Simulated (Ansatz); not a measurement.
# Ge2P+ (singlet): correlated methods under varied settings

Aim: run Ge2P+ (singlet) at one geometry under a spread of methods and options, and see what each costs and gives.

Computed with Ansatz 0.2.0, Gaussian basis. Level: the settings change from run to run.

28 further runs of the same task are left out: 15 that didn't finish, 13 set aside as unsound or not needed. Runs told in other sessions of the task aren't counted.

## (1) The system

The geometry is a PBE0/def2-TZVP stationary point (not a proven minimum) of the parent state, kept for this charge and spin. No spin-orbit coupling is included. The filled d shell of Ge may be among the frozen orbitals whatever the setting's name suggests.

3 atoms, charge 1, spin multiplicity 1.

Atoms are counted from 1 here; the program's logs count them from 0.

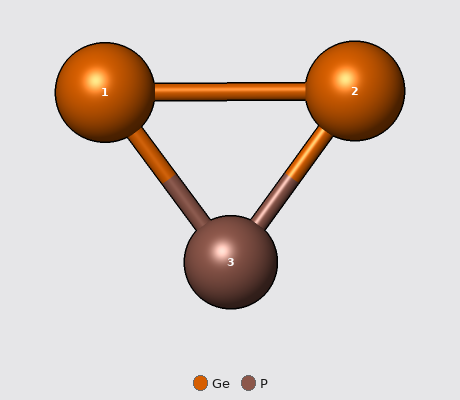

The structure; germanium orange, phosphorus brown; atoms are numbered from 1 in the order of the file.

## (2) HF/STO-3G

Contents of in.yaml:

```yaml
crystal:
  periodic: [false, false, false]
  atoms:
    - {symbol: Ge, position_ang: [0.000000, 0.315664, 1.314888]}
    - {symbol: Ge, position_ang: [0.000000, 0.315664, -1.314888]}
    - {symbol: P, position_ang: [0.000000, -1.480598, 0.000000]}
basis:
  gaussian: {orbitals: STO-3G}
total_charge: 1
magnetization: {spin_polarized: false}
hamiltonian: {xc: hf}
output: {forces: true, orbitals: {seedname: orbitals}}
```

Command:

```console
> ansatz run in.yaml --threads 1 --pin off --events-out ev --progress --plain --max-ram 2393MiB
```

Standard output:

```text
Functional definition: HF
  name "HF"
  cite "Fock, Z. Phys. 61, 126 (1930) doi:10.1007/BF01340294"
  parent pbe
  exchange = exact_x
  correlation = 0
447 factors; integrals over basis functions are off by at most 1.1e-5 eV
mean field evaluation 1: about -120820.4784 eV, gradient 2.4e1 eV
mean field evaluation 2: about -120820.4930 eV, gradient 2.4e1 eV
mean field evaluation 4: about -120823.0888 eV, gradient 1.2e0 eV
mean field evaluation 8: about -120823.1026 eV, gradient 7.4e-3 eV
mean field evaluation 16: about -120808.6610 eV, gradient 5.4e0 eV
mean field -120823.10259237 eV, -4440.1671234292 hartree, gradient 8.5e-6 eV, S^2 0.000000; 0 other end points of the search recorded, 0 dependent functions left out
the calculation of the forces begins
reference -120823.10259237 eV, -4440.1671234292 hartree; 39, 39 occupied and 6, 6 virtual orbitals, 447 factors
Total energy: -120823.10259237 eV, -4440.1671234292 hartree
Atom 0 at     0.000000     0.315664     1.314888 Å, force     0.000000    -2.338283    -0.196685 eV/Å
Atom 1 at     0.000000     0.315664    -1.314888 Å, force     0.000000    -2.338283     0.196685 eV/Å
Atom 2 at     0.000000    -1.480598     0.000000 Å, force    -0.000000     4.676566     0.000000 eV/Å
Dipole moment:    -0.000000    -0.269646    -0.000000 e Å
```

Run time: 0.81 s. Hardware: 1 thread of Arm Neoverse V1, shared host.

## (3) BCCD(T) on RHF/cc-pVDZ

Changes to in.yaml since step 2:

```diff
@@ -7,6 +7,6 @@
 basis:
-  gaussian: {orbitals: STO-3G}
+  gaussian: {orbitals: cc-pVDZ}
 total_charge: 1
 magnetization: {spin_polarized: false}
-hamiltonian: {xc: hf}
-output: {forces: true, orbitals: {seedname: orbitals}}
+correlation: {method: bccd_t, electrons: outside_noble_gas}
+scf: {lower_state_search: off}
```

Launched as before.

Standard output, shortened:

```text
Functional definition: HF
  name "HF"
  cite "Fock, Z. Phys. 61, 126 (1930) doi:10.1007/BF01340294"
  parent pbe
[...]
850 factors; integrals over basis functions are off by at most 8.4e-4 eV
[...]
mean field -122209.87239662 eV, -4491.1299737490 hartree, gradient 2.0e-6 eV, S^2 0.000000; 0 other end points of the search recorded, 0 dependent functions left out
33 core orbitals not correlated: weight in the atoms' cores, before any rotation towards them, 0.999 or more for the frozen orbitals, at most 0.001 for the correlated occupied ones
reference -122209.87239662 eV, -4491.1299737490 hartree; 6, 6 occupied and 33, 33 virtual orbitals, 850 factors
second order -6.74976445 eV of doubles, -0.00000000 eV of singles
cycle   1  -7.07636967 eV  change   -3.3e-1 eV  update   1.1e-1
[...]
cycle  13  -7.46081099 eV  change   -1.1e-5 eV  update   6.6e-6
perturbative correction -0.50755949 eV, -0.0186524674 hartree
Total energy: -122217.84076710 eV, -4491.4228059630 hartree
Checks for a lower state left out: stability, starts, cluster_reference, orbital_swaps, neighbouring_geometries, increment
```

Wall time 2.2 s (1 thread of Arm Neoverse V1, shared host).

From the report: correlation -7.9684 eV; largest double amplitude 0.09.

## (4) CISD/6-31G

Contents of in.yaml:

```yaml
crystal:
  periodic: [false, false, false]
  atoms:
    - {symbol: Ge, position_ang: [0.000000, 0.315664, 1.314888]}
    - {symbol: Ge, position_ang: [0.000000, 0.315664, -1.314888]}
    - {symbol: P, position_ang: [0.000000, -1.480598, 0.000000]}
basis:
  gaussian: {orbitals: 6-31G, point_charges: [{charge: 1.00, position_ang: [2.810, -0.068, 0.456]}]}
total_charge: 1
correlation: {active_space: {ras: {orbitals: [6, 0, 32], electrons: 12, max_holes: 2, max_particles: 2}, fixed_orbitals: true}}
```

Launched as before.

Standard output:

```text
Functional definition: HF
  name "HF"
  cite "Fock, Z. Phys. 61, 126 (1930) doi:10.1007/BF01340294"
  parent pbe
  exchange = exact_x
  correlation = 0
640 factors; integrals over basis functions are off by at most 4.2e-4 eV
mean field evaluation 1: about -122183.5337 eV, gradient 2.8e1 eV
mean field evaluation 2: about -122183.5419 eV, gradient 2.8e1 eV
mean field evaluation 4: about -122186.9112 eV, gradient 2.2e0 eV
mean field evaluation 8: about -122186.9397 eV, gradient 1.8e-3 eV
mean field evaluation 16: about -122184.4522 eV, gradient 5.5e0 eV
mean field -122186.93969680 eV, -4490.2872125749 hartree, gradient 6.0e-6 eV, S^2 0.000000; 2 other end points of the search recorded, 0 dependent functions left out
reference -122186.93969680 eV, -4490.2872125749 hartree; 39, 39 occupied and 32, 32 virtual orbitals, 640 factors
state -122191.22580375 eV, -4490.4447241002 hartree
Total energy: -122191.22580375 eV, -4490.4447241002 hartree
```

Run time: 3.2 s. Hardware: 1 thread of Arm Neoverse V1, shared host.

From the report: 52,129 determinants.

## (5) BCCD(T) on RHF/STO-3G

Contents of in.yaml:

```yaml
crystal:
  periodic: [false, false, false]
  atoms:
    - {symbol: Ge, position_ang: [0.000000, 0.315664, 1.314888]}
    - {symbol: Ge, position_ang: [0.000000, 0.315664, -1.314888]}
    - {symbol: P, position_ang: [0.000000, -1.480598, 0.000000]}
basis:
  gaussian: {orbitals: STO-3G}
total_charge: 1
magnetization: {spin_polarized: false}
correlation: {method: bccd_t, electrons: valence, diis_vectors: 4}
output: {forces: true}
```

Launched as before.

Standard output, shortened:

```text
Functional definition: HF
  name "HF"
  cite "Fock, Z. Phys. 61, 126 (1930) doi:10.1007/BF01340294"
  parent pbe
[...]
447 factors; integrals over basis functions are off by at most 1.1e-5 eV
[...]
mean field -120823.10259237 eV, -4440.1671234292 hartree, gradient 3.7e-6 eV, S^2 0.000000; 14 other end points of the search recorded, 0 dependent functions left out; unrestricted orbitals would lower it
[...]
determinant -120823.10259237 eV, -4440.1671234292 hartree, with singles and doubles -120827.34422303 eV, -4440.3230004809 hartree
determinant -120820.10541240 eV, -4440.0569790967 hartree, with singles and doubles -120823.31096034 eV, -4440.1747808110 hartree
determinant -120820.05101102 eV, -4440.0549798831 hartree, with singles and doubles -120825.06176154 eV, -4440.2391215684 hartree
[...]
23 core orbitals not correlated: weight in the atoms' cores, before any rotation towards them, 1.000 or more for the frozen orbitals, at most 0.000 for the correlated occupied ones
reference -120823.10259237 eV, -4440.1671234292 hartree; 16, 16 occupied and 6, 6 virtual orbitals, 447 factors
second order -3.97236023 eV of doubles, -0.00000000 eV of singles
cycle   1  -4.20324672 eV  change    3.8e-2 eV  update   3.8e-2
[...]
cycle  16  -4.20954782 eV  change   -5.8e-7 eV  update   1.0e-6
perturbative correction -0.32246878 eV, -0.0118505092 hartree
[...]
Total energy: -120827.63460897 eV, -4440.3336719672 hartree
Atom 0 at     0.000000     0.315664     1.314888 Å, force    -0.000000    -1.271894     0.139804 eV/Å
Atom 1 at     0.000000     0.315664    -1.314888 Å, force    -0.000000    -1.271894    -0.139804 eV/Å
Atom 2 at     0.000000    -1.480598     0.000000 Å, force    -0.000000     2.543787     0.000000 eV/Å
Dipole moment:     0.000000    -0.363944     0.000000 e Å
```

It took 7 s on 1 thread of Arm Neoverse V1, shared host.

From the report: correlation -4.5320 eV; largest double amplitude 0.15.

## (6) CCSD on RHF/def2-SVP

Changes to in.yaml since step 5:

```diff
@@ -7,6 +7,5 @@
 basis:
-  gaussian: {orbitals: STO-3G}
+  gaussian: {orbitals: def2-SVP}
 total_charge: 1
 magnetization: {spin_polarized: false}
-correlation: {method: bccd_t, electrons: valence, diis_vectors: 4}
-output: {forces: true}
+correlation: {method: ccsd, electrons: outside_noble_gas}
```

Launched as before.

Standard output, shortened:

```text
Functional definition: HF
  name "HF"
  cite "Fock, Z. Phys. 61, 126 (1930) doi:10.1007/BF01340294"
  parent pbe
[...]
790 factors; integrals over basis functions are off by at most 7.2e-4 eV
[...]
mean field -122194.15487816 eV, -4490.5523655993 hartree, gradient 3.3e-6 eV, S^2 0.000000; 4 other end points of the search recorded, 0 dependent functions left out; unrestricted orbitals would lower it
determinant -122194.15487816 eV, -4490.5523655993 hartree, with singles and doubles -122201.67443017 eV, -4490.8287040389 hartree
determinant -122191.01363102 eV, -4490.4369268962 hartree, with singles and doubles -122198.99697343 eV, -4490.7303093184 hartree
determinant -122184.77263328 eV, -4490.2075744595 hartree, with singles and doubles -122201.07084775 eV, -4490.8065227940 hartree
33 core orbitals not correlated: weight in the atoms' cores, before any rotation towards them, 0.999 or more for the frozen orbitals, at most 0.001 for the correlated occupied ones
reference -122194.15487816 eV, -4490.5523655993 hartree; 6, 6 occupied and 43, 43 virtual orbitals, 790 factors
second order -6.77866343 eV of doubles, -0.00000000 eV of singles
cycle   1  -7.51846935 eV  change    1.1e-3 eV  update   3.5e-3
[...]
cycle   8  -7.51987373 eV  change    7.8e-6 eV  update   5.0e-6
Total energy: -122201.67475189 eV, -4490.8287158617 hartree
```

It took 10 s on 1 thread of Arm Neoverse V1, shared host.

From the report: correlation -7.5199 eV; T1 0.029; largest double amplitude 0.10.

## (7) CISDTQ/STO-3G

Changes to in.yaml since step 6:

```diff
@@ -7,5 +7,5 @@
 basis:
-  gaussian: {orbitals: def2-SVP}
+  gaussian: {orbitals: STO-3G}
 total_charge: 1
-magnetization: {spin_polarized: false}
-correlation: {method: ccsd, electrons: outside_noble_gas}
+correlation: {active_space: {ras: {orbitals: [6, 0, 6], electrons: 12, max_holes: 4, max_particles: 4}, fixed_orbitals: true}}
+accuracy: high
```

The command is unchanged.

Standard output, shortened:

```text
Functional definition: HF
  name "HF"
  cite "Fock, Z. Phys. 61, 126 (1930) doi:10.1007/BF01340294"
  parent pbe
[...]
671 factors; integrals over basis functions are off by at most 4.1e-9 eV
[...]
mean field -120823.10284302 eV, -4440.1671326406 hartree, gradient 3.2e-8 eV, S^2 0.000000; 13 other end points of the search recorded, 0 dependent functions left out
reference -120823.10284302 eV, -4440.1671326406 hartree; 39, 39 occupied and 6, 6 virtual orbitals, 671 factors
state -120827.20223366 eV, -4440.3177824677 hartree
Total energy: -120827.20223366 eV, -4440.3177824677 hartree
```

Run time: 4.9 s. Hardware: 1 thread of Arm Neoverse V1, shared host.

From the report: 24,712 determinants.

## (8) CCSD(T) on RHF/aug-cc-pVDZ

Contents of in.yaml:

```yaml
crystal:
  periodic: [false, false, false]
  atoms:
    - {symbol: Ge, position_ang: [0.000000, 0.315664, 1.314888]}
    - {symbol: Ge, position_ang: [0.000000, 0.315664, -1.314888]}
    - {symbol: P, position_ang: [0.000000, -1.480598, 0.000000]}
basis:
  gaussian: {orbitals: aug-cc-pVDZ}
total_charge: 1
magnetization: {spin_polarized: false}
correlation: {method: ccsd_t, electrons: outside_noble_gas}
```

The command is unchanged.

Standard output, shortened:

```text
Functional definition: HF
  name "HF"
  cite "Fock, Z. Phys. 61, 126 (1930) doi:10.1007/BF01340294"
  parent pbe
[...]
1100 factors; integrals over basis functions are off by at most 5.8e-4 eV
[...]
mean field -122210.01148296 eV, -4491.1350850778 hartree, gradient 1.2e-6 eV, S^2 0.000000; 1 other end points of the search recorded, 0 dependent functions left out; unrestricted orbitals would lower it
determinant -122210.01148296 eV, -4491.1350850778 hartree, with singles and doubles -122217.68509169 eV, -4491.4170849971 hartree
determinant -122206.89508659 eV, -4491.0205596237 hartree, with singles and doubles -122215.02000591 eV, -4491.3191449011 hartree
33 core orbitals not correlated: weight in the atoms' cores, before any rotation towards them, 0.999 or more for the frozen orbitals, at most 0.001 for the correlated occupied ones
reference -122210.01148296 eV, -4491.1350850778 hartree; 6, 6 occupied and 60, 60 virtual orbitals, 1100 factors
second order -6.92778834 eV of doubles, -0.00000000 eV of singles
cycle   1  -7.65448452 eV  change   -1.5e-1 eV  update   1.9e-2
[...]
cycle  10  -7.66546156 eV  change    1.9e-6 eV  update   5.2e-6
perturbative correction -0.50398113 eV, -0.0185209649 hartree
Total energy: -122218.18092565 eV, -4491.4353065593 hartree
```

Wall time 13 s (1 thread of Arm Neoverse V1, shared host); peak memory 0.26 GiB.

From the report: correlation -8.1694 eV; T1 0.029; largest double amplitude 0.09.

## (9) BCCD on RHF/STO-3G

Changes to in.yaml since step 8:

```diff
@@ -7,5 +7,7 @@
 basis:
-  gaussian: {orbitals: aug-cc-pVDZ}
+  gaussian: {orbitals: STO-3G}
 total_charge: 1
 magnetization: {spin_polarized: false}
-correlation: {method: ccsd_t, electrons: outside_noble_gas}
+correlation: {method: bccd, electrons: all}
+accuracy: high
+scf: {omitted_lower_state_checks: [cluster_reference]}
```

The command is unchanged.

Standard output, shortened:

```text
Functional definition: HF
  name "HF"
  cite "Fock, Z. Phys. 61, 126 (1930) doi:10.1007/BF01340294"
  parent pbe
[...]
671 factors; integrals over basis functions are off by at most 4.1e-9 eV
[...]
mean field -120823.10284302 eV, -4440.1671326406 hartree, gradient 3.2e-8 eV, S^2 0.000000; 13 other end points of the search recorded, 0 dependent functions left out; unrestricted orbitals would lower it
reference -120823.10284302 eV, -4440.1671326406 hartree; 39, 39 occupied and 6, 6 virtual orbitals, 671 factors
second order -4.05849949 eV of doubles, -0.00000000 eV of singles
cycle   1  -3.86116317 eV  change    2.0e-1 eV  update   1.4e-1
[...]
cycle  27  -4.27478028 eV  change  -4.2e-10 eV  update   5.9e-9
WARN: the results are in doubt because among natural orbitals full CI differs from the method by -0.144 eV
Total energy: -120827.37762331 eV, -4440.3242279184 hartree
In doubt: among natural orbitals full CI differs from the method by -0.144 eV
Checks for a lower state left out: cluster_reference
```

Run time: 9 s. Hardware: 1 thread of Arm Neoverse V1, shared host.

From the report: correlation -4.2748 eV; largest double amplitude 0.14. The program marks this result as in doubt; its last lines say why.

## (10) CCSD(T) on RHF/def2-mTZVP

Contents of in.yaml:

```yaml
crystal:
  periodic: [false, false, false]
  atoms:
    - {symbol: Ge, position_ang: [0.000000, 0.315664, 1.314888]}
    - {symbol: Ge, position_ang: [0.000000, 0.315664, -1.314888]}
    - {symbol: P, position_ang: [0.000000, -1.480598, 0.000000]}
basis:
  gaussian: {orbitals: def2-mTZVP}
total_charge: 1
magnetization: {spin_polarized: false}
correlation: {method: ccsd_t, electrons: outside_noble_gas}
output: {forces: true}
```

The command is unchanged.

Standard output, shortened:

```text
Functional definition: HF
  name "HF"
  cite "Fock, Z. Phys. 61, 126 (1930) doi:10.1007/BF01340294"
  parent pbe
[...]
849 factors; integrals over basis functions are off by at most 6.7e-4 eV
[...]
mean field -122211.27048143 eV, -4491.1813524182 hartree, gradient 2.1e-6 eV, S^2 0.000000; 6 other end points of the search recorded, 0 dependent functions left out; unrestricted orbitals would lower it
determinant -122211.27048143 eV, -4491.1813524182 hartree, with singles and doubles -122218.88695751 eV, -4491.4612527516 hartree
determinant -122208.15047055 eV, -4491.0666941333 hartree, with singles and doubles -122216.22314634 eV, -4491.3633594966 hartree
determinant -122201.98426154 eV, -4490.8400901317 hartree, with singles and doubles -122217.76396179 eV, -4491.4199834198 hartree
[...]
33 core orbitals not correlated: weight in the atoms' cores, before any rotation towards them, 0.999 or more for the frozen orbitals, at most 0.001 for the correlated occupied ones
reference -122211.27048143 eV, -4491.1813524182 hartree; 6, 6 occupied and 55, 55 virtual orbitals, 849 factors
second order -6.87764572 eV of doubles, -0.00000000 eV of singles
cycle   1  -7.58519049 eV  change    9.2e-4 eV  update   3.8e-3
[...]
cycle  10  -7.58696822 eV  change   -1.7e-6 eV  update   9.1e-7
perturbative correction -0.50298312 eV, -0.0184842886 hartree
[...]
Total energy: -122219.36043277 eV, -4491.4786526463 hartree
Atom 0 at     0.000000     0.315664     1.314888 Å, force    -0.000000    -0.242061     1.530821 eV/Å
Atom 1 at     0.000000     0.315664    -1.314888 Å, force    -0.000000    -0.242061    -1.530821 eV/Å
Atom 2 at     0.000000    -1.480598     0.000000 Å, force     0.000000     0.484122    -0.000000 eV/Å
Dipole moment:    -0.000000    -0.013673    -0.000000 e Å
```

Wall time 24 s (1 thread of Arm Neoverse V1, shared host).

From the report: correlation -8.0900 eV; T1 0.032; largest double amplitude 0.10.

## (11) The runs in one table

 † marks a result that the program doubts.

```
                             level         correlated  functions   energy (eV)    time
                         HF/STO-3G                            45  -120823.1026  0.81 s
            BCCD(T) on RHF/cc-pVDZ  outside noble gas         72  -122217.8408   2.2 s
CISD/6-31G (beside a point charge)  outside noble gas         71  -122191.2258   3.2 s
             BCCD(T) on RHF/STO-3G            valence         45  -120827.6346     7 s
              CCSD on RHF/def2-SVP  outside noble gas         82  -122201.6748    10 s
                     CISDTQ/STO-3G  outside noble gas         45  -120827.2022   4.9 s
        CCSD(T) on RHF/aug-cc-pVDZ  outside noble gas         99  -122218.1809    13 s
              BCCD on RHF/STO-3G †                all         45  -120827.3776     9 s
         CCSD(T) on RHF/def2-mTZVP  outside noble gas         94  -122219.3604    24 s
```

## (12) Summary of results

| quantity | value |
| --- | --- |
| runs | 9 |
| quickest | HF/STO-3G, 0.81 s |
| slowest | CCSD(T) on RHF/def2-mTZVP, 24 s |

What this shows: Total energies in different bases, with other cores or another treatment of relativity can't be set against each other. «valence» and «outside noble gas» are the program's key words; the logs give how many orbitals each freezes, and for Ga to Kr the 3d shell needn't follow the word's plain sense. CCSD(T) on RHF/def2-mTZVP took 30 times as long as HF/STO-3G; the jobs differ in more than the method.
